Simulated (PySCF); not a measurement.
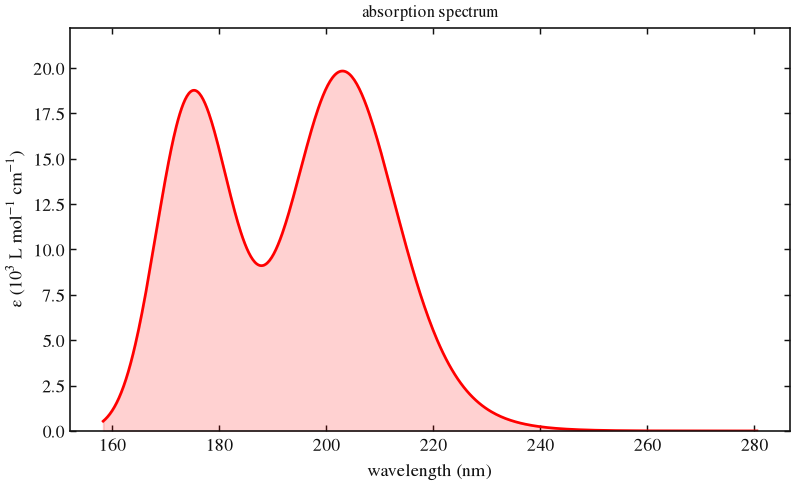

Vertical TDDFT excitations, CAM-B3LYP/def2-SVPD with PySCF 2.14.0, at a GFN2-xTB geometry (no frequency check), gas phase. The lowest 8 singlet states are shown; each is broadened by a Gaussian of 1/e half-width 0.40 eV. States within 0.01 eV of each other are merged, with their strengths summed. The highest state may be half of a pair whose partner wasn't computed.

> Whose absorption spectrum is this?
A. C₆H₆NOP, SMILES C=CC1=C[P@]1(=O)CC#N
B. C₄H₄ClN₃, SMILES C=Cn1nncc1Cl
C. C₆H₈P₂, SMILES C#CC/P=P\CC=C
D. C₅H₇NOSi, SMILES C=CO[SiH2]/C=C/C#N

Option D. Its lowest singlet lies at 5.62 eV (f = 0.014) and the brightest of those computed is S2 at 6.10 eV (203 nm), f = 0.477, mainly HOMO−1 → LUMO (92 %).

Known limits of this run: the tight-binding geometry is rougher than a DFT one and adds to the error; one conformer of a flexible molecule; core orbitals are frozen in the response.
